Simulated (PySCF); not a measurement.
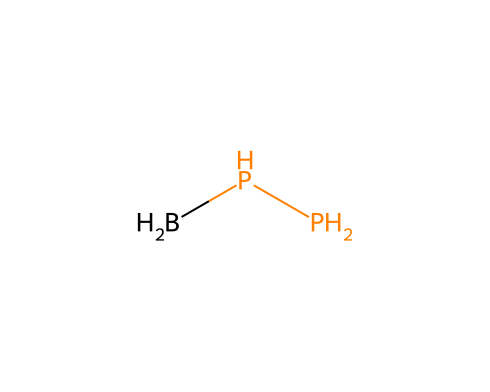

Computed geometry: PBE0-D3(BJ)/def2-SVP optimisation. No frequency run is at hand to confirm it as a minimum. Program: PySCF 2.14.0.

Tabulate dipole (D), HOMO–LUMO gap (eV) at these levels: B3LYP/pcSseg-2; B97-D/pcSseg-2; BLYP/pcSseg-2; BP86/pcSseg-2; KT2/pcSseg-2; KT3/pcSseg-2; LDA/pcSseg-2; OPBE/pcSseg-2; PBE/pcSseg-2.

```json
{"level": "B3LYP/pcSseg-2", "dipole (D)": "0.57", "HOMO–LUMO gap (eV)": "4.81"}
{"level": "B97-D/pcSseg-2", "dipole (D)": "0.62", "HOMO–LUMO gap (eV)": "3.46"}
{"level": "BLYP/pcSseg-2", "dipole (D)": "0.69", "HOMO–LUMO gap (eV)": "3.35"}
{"level": "BP86/pcSseg-2", "dipole (D)": "0.67", "HOMO–LUMO gap (eV)": "3.39"}
{"level": "KT2/pcSseg-2", "dipole (D)": "0.66", "HOMO–LUMO gap (eV)": "3.41"}
{"level": "KT3/pcSseg-2", "dipole (D)": "0.62", "HOMO–LUMO gap (eV)": "3.47"}
{"level": "LDA/pcSseg-2", "dipole (D)": "0.73", "HOMO–LUMO gap (eV)": "3.27"}
{"level": "OPBE/pcSseg-2", "dipole (D)": "0.61", "HOMO–LUMO gap (eV)": "3.48"}
{"level": "PBE/pcSseg-2", "dipole (D)": "0.68", "HOMO–LUMO gap (eV)": "3.37"}
```
